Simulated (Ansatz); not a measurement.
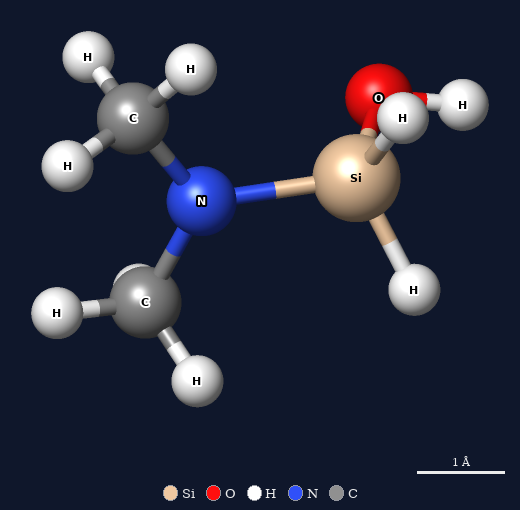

Starting structure of C₂H₉NOSi. A ball-and-stick model, seen at a tilt.

The run prepares the start of a later molecular dynamics calculation, from a guessed geometry.

Computed with Ansatz 0.2.0, RKS PBE0-D4/6-31G.

Input
```yaml
crystal:
  periodic: [false, false, false]
  atoms:
    - { symbol: Si, position_ang: [0.0, 0.0, 0.0] }
    - { symbol: O, position_ang: [0.0, 0.0, 1.68] }
    - { symbol: H, position_ang: [-0.9095, -0.2814, 2.0171] }
    - { symbol: "N", position_ang: [1.7163, 0.0, -0.6061] }
    - { symbol: C, position_ang: [2.4072, -1.273, -0.8567] }
    - { symbol: H, position_ang: [1.7433, -1.947, -1.4373] }
    - { symbol: H, position_ang: [3.3364, -1.083, -1.4334] }
    - { symbol: H, position_ang: [2.6645, -1.7518, 0.1112] }
    - { symbol: C, position_ang: [2.4114, 1.273, -0.8449] }
    - { symbol: H, position_ang: [3.0382, 1.1875, -1.757] }
    - { symbol: H, position_ang: [1.6647, 2.0824, -0.9844] }
    - { symbol: H, position_ang: [3.0569, 1.5118, 0.0259] }
    - { symbol: H, position_ang: [-0.6877, 1.1914, -0.4862] }
    - { symbol: H, position_ang: [-0.6877, -1.1914, -0.4862] }
basis:
  gaussian: { orbitals: "6-31G" }
hamiltonian:
  xc: pbe0
  dispersion: d4
relax:
  f_tol: 0.02
  max_steps: 40
```

Run as
```bash
ansatz run input.yaml --threads 1 --pin off --max-ram 2048MiB --backend cpu --events-out ev --progress --plain --runs-dir out
```

> What does the optimiser find from here?

The atom that moves furthest after the best rigid fit is H3 (0.68 Å). By element the largest moves are H 0.68 Å, O 0.55 Å, Si 0.22 Å, C 0.14 Å, N 0.12 Å. Near-neighbour distances that change, for instance: Si1–N4 1.820 → 1.756 Å, Si1–O2 1.680 → 1.731 Å, Si1–H14 1.459 → 1.506 Å, O2–H3 1.010 → 0.968 Å. Among the angles between lasting bonds that change: Si1–O2–H3 109.5° → 123.6°, O2–Si1–N4 109.5° → 118.3°, O2–Si1–H13 109.5° → 101.5°. Groups turn about Si1–O2 by about 95°, N4–C5 by about 40°. The energy falls by 12.7 kcal/mol in 12 accepted moves (13 points after the start). The largest force component goes from 2.8 to 0.017 eV/Å. The line search rejected the trial step at point 8 of the run.

Final geometry:

```xyz
14

Si   -0.0863    0.0394   -0.1957
O    -0.4753    0.2031    1.4826
H    -0.2711   -0.4692    2.1479
N     1.6075    0.0051   -0.6577
C     2.3571   -1.2297   -0.8147
H     1.6758   -2.0854   -0.8527
H     2.9300   -1.2137   -1.7530
H     3.0706   -1.3942    0.0085
C     2.4112    1.2158   -0.7197
H     2.9872    1.2457   -1.6557
H     1.7651    2.0985   -0.6904
H     3.1221    1.2874    0.1177
H    -0.6963    1.2772   -0.7641
H    -0.6437   -1.2616   -0.7111
```

The end point in the same view:

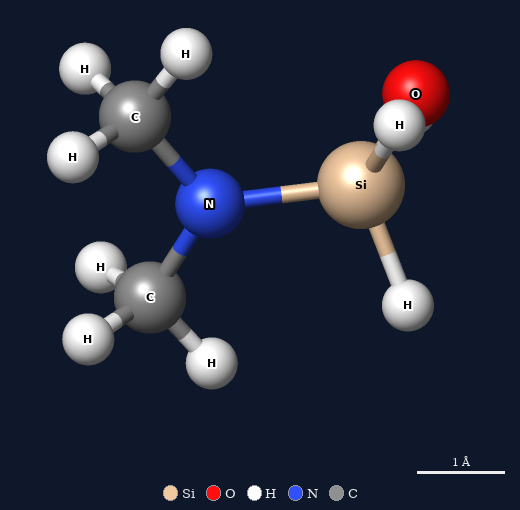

Limits of the set-up: the basis has no polarisation functions, which atoms past neon need.
